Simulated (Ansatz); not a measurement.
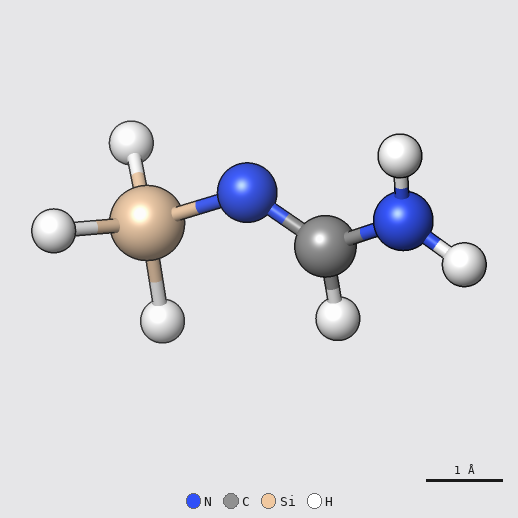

A ball-and-stick model of a molecule. Every bond is drawn as one stick, whatever its order.

Which formula does it have?

Answer. CH₆N₂Si, 10 atoms: 1 carbon, 6 hydrogen, 2 nitrogen and 1 silicon.

How many bonds of each kind are drawn?

Answer. 3 Si–H, 2 C–N, 2 N–H, 1 N–Si, 1 C–H.

The parts below concern this one geometry. Atoms keep their numbers from picture to picture. The geometry was computed by an optimisation with PBE0-D4/def2-TZVP.

### Symmetry

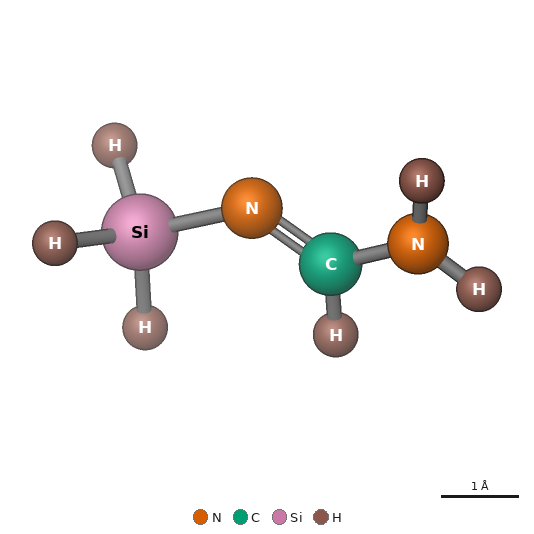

Distant atoms are faded towards the background colour. Masses are those of the most abundant isotopes; constants are for the rigid equilibrium geometry.

What kind of rotor is it, and what are its rotational constants in cm⁻¹?

Answer. An asymmetric top (Cs): A = 1.23, B = 0.0875, C = 0.0840 cm⁻¹. Ray's parameter κ is −0.99, close to the prolate limit.

### Vibrations

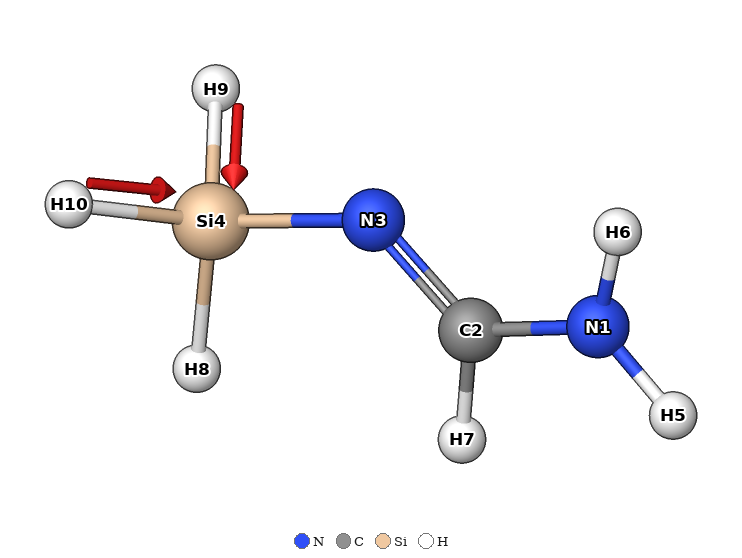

The arrows show one normal mode. Harmonic vibrations computed with RKS PBE0-D4/def2-TZVP (Ansatz 0.2.0) at a stationary point of the same level.

What kind of motion is it?

Answer. Mostly in-phase stretching of 2 Si–H bonds.

Estimate its harmonic wavenumber.

Answer. 2223 cm⁻¹; it is mode 21 of 24 counted from the lowest.

### Dipole moment

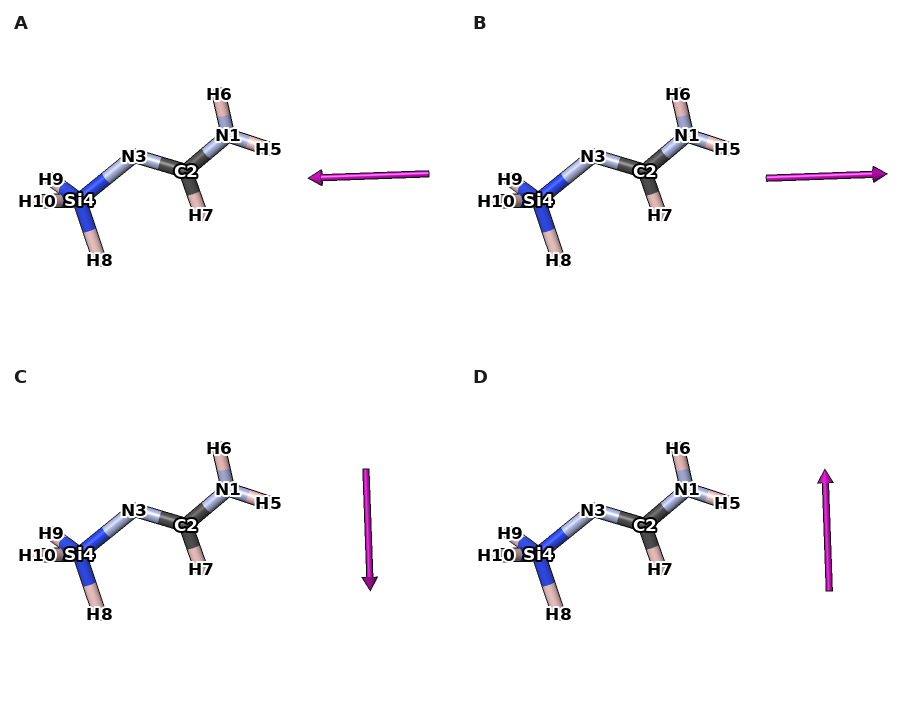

The same molecule four times, each with an arrow. Method: RKS ωB97M-V/def2-TZVPP (Ansatz 0.2.0).

Which arrow points along the dipole moment, from the negative to the positive end?

Answer. B. The dipole moment is 3.55 D; it points from the side of H9, H10 to the side of H5 (the outermost atoms at the two ends).

### Electronic properties

Level of theory: RKS r2SCAN0-D4/def2-TZVPP (Ansatz 0.2.0).

Computed properties:

- HOMO energy (Kohn–Sham orbital): −7.32 eV
- LUMO energy (Kohn–Sham orbital): 0.53 eV
- HOMO–LUMO gap: 7.85 eV
- dispersion correction: −4.9 kJ/mol

### Charges

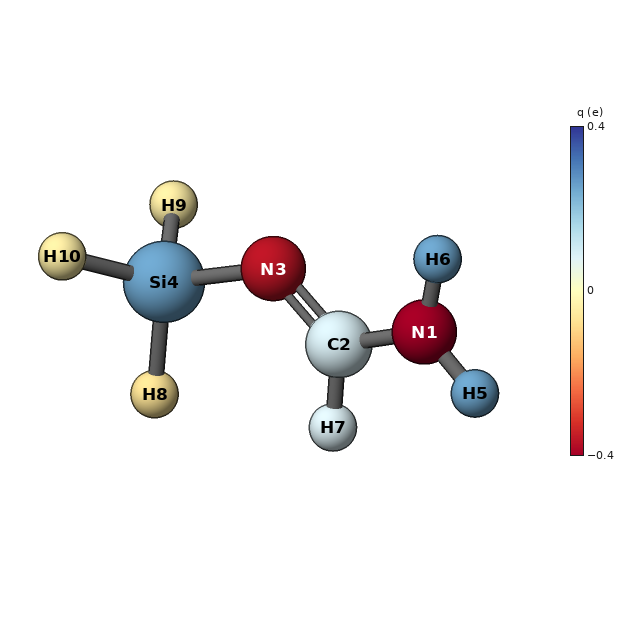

Atoms are coloured by their Mulliken charges. Level of theory: RKS PBE0-D4/def2-TZVP (Ansatz 0.2.0).

Give the Mulliken charges atom by atom.

| atom | value (e) |
| --- | --- |
| N1 | −0.40 |
| C2 | 0.09 |
| N3 | −0.36 |
| Si4 | 0.25 |
| H5 | 0.25 |
| H6 | 0.25 |
| H7 | 0.08 |
| H8 | −0.07 |
| H9 | −0.04 |
| H10 | −0.04 |

Mulliken values depend strongly on the basis set and can even reverse the polarity of a bond.
